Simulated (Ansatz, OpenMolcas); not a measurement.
**CH5AsSi (SMILES C1[SiH2][AsH]1): methods side by side**

The species is CH5AsSi (8 atoms), meant as a singlet with charge 0. As SMILES, `C1[SiH2][AsH]1`. The coordinates come from a PBE0-D4/def2-TZVP relaxation.

Each level gives the HOMO–LUMO gap (eV). The values are calculated.

```json
{"level": "BLYP/def2-SVP", "kind": "GGA", "program": "OpenMolcas", "value (eV)": "4.93", "CPU time": "45 s"}
{"level": "M06-L/def2-SVP", "kind": "meta-GGA", "program": "OpenMolcas", "value (eV)": "5.36", "CPU time": "59 s"}
{"level": "TPSS/def2-SVP", "kind": "meta-GGA", "program": "OpenMolcas", "value (eV)": "5.19", "CPU time": "60 s"}
{"level": "r2SCAN/def2-SVP", "kind": "meta-GGA", "program": "OpenMolcas", "value (eV)": "5.39", "CPU time": "58 s"}
{"level": "B3LYP/def2-SVP", "kind": "global hybrid", "program": "OpenMolcas", "value (eV)": "6.38", "CPU time": "45 s"}
{"level": "BHLYP/def2-SVP", "kind": "global hybrid", "program": "OpenMolcas", "value (eV)": "8.55", "CPU time": "40 s"}
{"level": "PBE0/def2-SVP", "kind": "global hybrid", "program": "Ansatz", "value (eV)": "6.78", "CPU time": "19 s"}
{"level": "B2PLYP/def2-SVP", "kind": "double hybrid", "program": "OpenMolcas", "value (eV)": "8.76", "CPU time": "29 s"}
```

All-electron rows without a relativistic Hamiltonian named are non-relativistic. The values span 4.93 to 8.76 eV. Orbital gaps aren't excitation energies, and those of double hybrids come from the SCF part alone; they tend to grow with the share of exact exchange. Times are those of the runs behind each value, whatever else they computed, on shared processors of several kinds: orders of magnitude only.

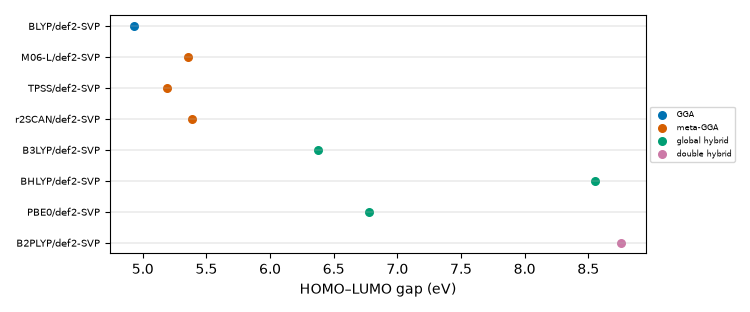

The values of the table, level by level.
